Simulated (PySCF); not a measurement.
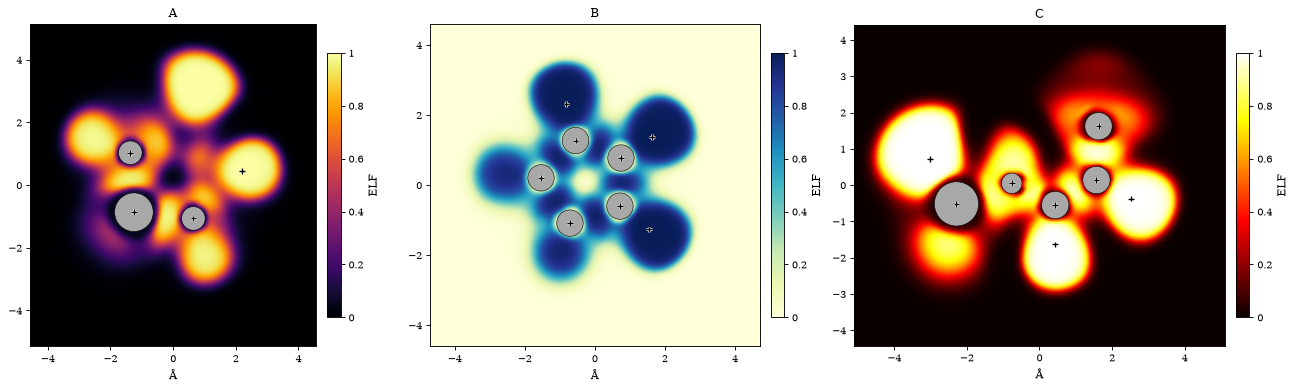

The ELF of 3 systems, each on a plane through atoms (crosses mark nuclei in the plane; grey discs cover the cores).

Theory: PBE0/pcSseg-1, SCF density, gas phase, non-relativistic in PySCF 2.14.0.

System 1: C3H10Si2 (SMILES C1C[SiH2]C[SiH2]1), the plane of atoms C2, Si3 and C4. Geometry: GFN2-xTB, coordinate held.

```xyz
15

C    -1.4492    0.1649   -0.2333
C    -0.6356    1.1841    0.5904
Si    1.2438    0.8834    0.4492
C     1.2346   -0.9848    0.0975
Si   -0.3711   -1.2773   -0.8769
H    -2.2846   -0.2070    0.3607
H    -1.9015    0.6722   -1.0868
H    -0.9014    2.2004    0.3003
H    -0.9182    1.0956    1.6415
H     1.9479    1.2517    1.6837
H     1.8208    1.6299   -0.6759
H     2.1179   -1.3186   -0.4392
H     1.2138   -1.5414    1.0327
H    -0.1353   -1.1461   -2.3203
H    -0.9815   -2.5858   -0.6093
```

System 2: C3H6O2Si, the plane of atoms C2, C3 and C4. Geometry: GFN2-xTB; a saddle point, not a minimum.

```xyz
12

O    -2.7194   -1.0607    0.5578
C    -2.3002   -0.0679    0.0374
C    -1.2941   -0.0161   -1.0529
C     0.0141    0.0517   -0.8386
O     0.5346    0.0971    0.3946
Si    2.0658    0.0111    0.9532
H    -2.6697    0.9362    0.3414
H    -1.6846   -0.0370   -2.0579
H     0.7187    0.0898   -1.6625
H     2.8827    1.0555    0.3284
H     1.8042    0.2333    2.3632
H     2.6480   -1.2932    0.6358
```

System 3: C5H7OS (charge +1), the plane of atoms C5, C4 and H10. Geometry: GFN2-xTB; a saddle point, not a minimum.

```xyz
14

O     0.6893   -0.2103   -1.6218
S     1.8112    0.7579   -0.8756
C    -0.0334   -0.3573    1.4399
C    -0.4102    0.9499    1.1470
C    -0.7279    1.0552   -0.1849
C    -0.5048   -0.2719   -0.8751
C    -0.3093   -1.2489    0.3152
H     2.6616    0.6819   -1.9179
H     0.3985   -0.6840    2.3718
H    -0.4020    1.7666    1.8476
H    -1.1106    1.9224   -0.6946
H    -1.2905   -0.5602   -1.5784
H    -1.2385   -1.8028    0.4869
H     0.4667   -1.9984    0.1401
```

### Which map belongs to which system?

Panel A is system 1, C3H10Si2: the plane holds C, Si and H. C–Si (1.91 Å): the ELF peaks at about 0.95 between the atoms, as expected for localised, covalent bonding. Panel B is system 3, C5H7OS: the plane holds C and H. C–C (1.37 Å): the ELF peaks at about 0.95 between the atoms; localised, covalent bonding. Panel C is system 2, C3H6O2Si: the plane holds C, O, Si and H. C–C (1.33 Å): the ELF peaks at about 0.90 between the atoms: a multiple bond.
